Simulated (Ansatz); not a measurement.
## GaS (beta-GaS type, space group P6_3/mmc), energy against volume

GaS (beta-GaS type, space group P6_3/mmc)

```yaml
crystal:
  lattice:
    - [3.59064, 0.00000, 0.00000]
    - [-1.79532, 3.10958, 0.00000]
    - [0.00000, 0.00000, 15.44873]
  atoms:
    - { symbol: Ga, position: [0.33333, 0.66667, 0.17077] }
    - { symbol: Ga, position: [0.66667, 0.33333, 0.67077] }
    - { symbol: Ga, position: [0.66667, 0.33333, 0.82923] }
    - { symbol: Ga, position: [0.33333, 0.66667, 0.32923] }
    - { symbol: S, position: [0.33333, 0.66667, 0.60035] }
    - { symbol: S, position: [0.66667, 0.33333, 0.10035] }
    - { symbol: S, position: [0.66667, 0.33333, 0.39965] }
    - { symbol: S, position: [0.33333, 0.66667, 0.89965] }
```

Equation-of-state scan: isotropic scaling of the cell above, V₀ being its volume. The atoms relax within the cell's symmetry.

Calculation: PBE-D3(BJ) (plane waves to 420 eV, PAW, scalar-relativistic; Ansatz, a quantum-chemistry and plane-wave program). k mesh 11×11×3 (Γ-centred), Fermi-Dirac smearing 0.05 eV. The energy includes the smearing's −TS. Stress and pressure are positive under compression. With the shape held, the modulus is that of even scaling; a crystal free to change shape is softer. GaS was relaxed with its symmetry unable to fall. ΔE is measured from the relaxed starting cell.

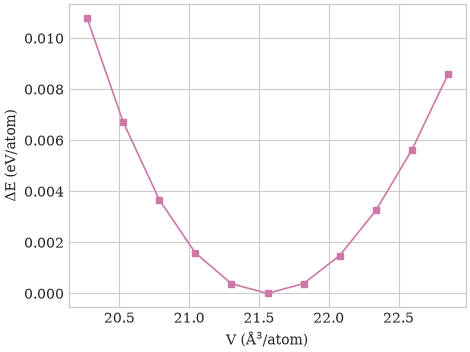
ΔE (eV/atom) against V (Å³/atom); markers are the computed points, lines only join them.

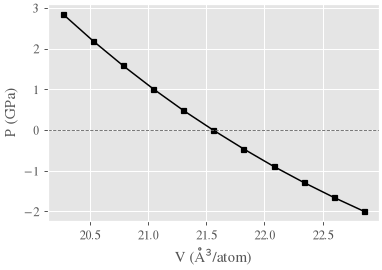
Fig. 1. P (GPa) against V (Å³/atom); one marker a computed point.

The equilibrium volume of the fit comes out as 21.56 Å³/atom. The pressure for 5 % compression (fit) comes out as 2.3 GPa and the pressure at the smallest volume comes out as 2.86 GPa. The energy cost of the largest compression comes out as 10.8 meV/atom. The bulk modulus at fixed cell shape B₀ (third-order Birch-Murnaghan fit) comes out as 39.6 GPa.

P = (3B₀/2)(x⁷ − x⁵)[1 + ¾(B₀′ − 4)(x² − 1)] with x = (1/0.95)^(1/3), B₀ = 39.6 GPa and B₀′ = 5.05.

(A scan under strain: stresses follow from slopes of the energy per volume, elastic moduli from its curvatures.)
